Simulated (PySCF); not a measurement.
**GaBr2: relaxation and vibrations of the doublet**

Where does doublet GaBr2 go from a linear start, is the end point a minimum, and what are its modes, charges and moments?

Method: PBE0, basis Ga def2-SVP, Br def2-SVP, no relativity, density fitting; program: PySCF 2.14.0.

## (1) Starting geometry

3 atoms, charge 0, spin multiplicity 2.

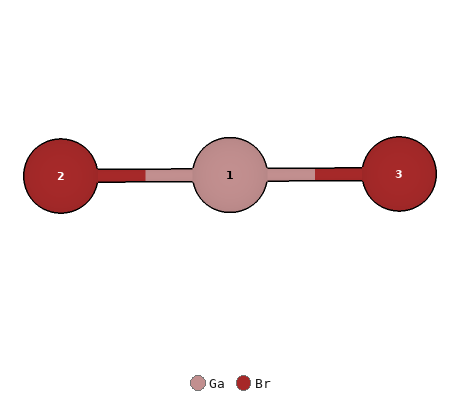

As it starts; gallium pink, bromine red; atoms are numbered from 1 in the order of the file.

```xyz
3
charge 0 multiplicity 2
Ga    0.0000    0.0000    0.0000
Br    0.0000    0.0000    2.3800
Br    0.0000    0.0000   -2.3800
```

## (2) Relaxation: linear start, doublet

One driver script runs all steps and calls PySCF; scf.py shows how it sets up the SCF of each step. The optimiser is the driver's own. Before each start the driver seeks the lowest SCF state from one or more starting densities and follows internal instabilities, so scf.py alone need not reach the same state.

The program finds D∞h symmetry in the start, which this walk keeps. The walk stops when the largest gradient is under 0.0003 Eh/bohr and the energy has settled too.

File scf.py:

```python
from pyscf import gto, scf, dft
mol = gto.M(atom='''
Ga     0.000000     0.000000     0.000000
Br     0.000000     0.000000     2.380000
Br     0.000000     0.000000    -2.380000''',
    basis={'Ga': 'def2-SVP', 'Br': 'def2-SVP'},
    charge=0, spin=1)
mf = dft.UKS(mol, xc='PBE0')
mf.grids.atom_grid = (50, 194)
aux = {'Ga': 'def2-universal-JKFIT', 'Br': 'def2-universal-JKFIT'}
mf = mf.density_fit(auxbasis=aux)
mf.kernel()
```

Further steps of the session: Is it a minimum? Harmonic modes; Leaving the saddle point; Is it a minimum? Harmonic modes.

**Question.** What will these runs give? Wanted: minimum; geometry; wavenumbers; dipole moment; highest occupied, lowest empty level; polar-tensor charge of Ga1; zero-point energy; atomisation energy; ⟨S²⟩.

As calculated:

| quantity | value |
| --- | --- |
| minimum | doublet, C2v |
| geometry | Ga–Br 2.319 Å (×2); Br–Ga–Br 119.8° |
| wavenumbers (cm⁻¹) | 81 (a1), 254 (a1), 318 (b2) |
| dipole moment | 1.50 D |
| highest occupied, lowest empty level (either spin) | -6.82, -4.03 eV |
| polar-tensor charge of Ga1 | +0.93 e |
| zero-point energy | 3.9 kJ/mol |
| entropy at 298.15 K | 325.3 J/(mol K) |
| atomisation energy (no zero-point energy) | 609 kJ/mol |
| ⟨S²⟩ | 0.754 |

From D∞h at the start the molecule goes to a C2v minimum, after a first stop at a second-order saddle point 47.7 kJ/mol higher, from which it was pushed off along an imaginary mode. The strongest infrared band lies at 318 cm⁻¹ (b2). Most of the spin sits on Ga1 (Mulliken spin 0.65, against 1 for the whole molecule). Only this shape and spin were tried, so other structures or states may lie lower. Take wavenumbers under 90 cm⁻¹ as rough.
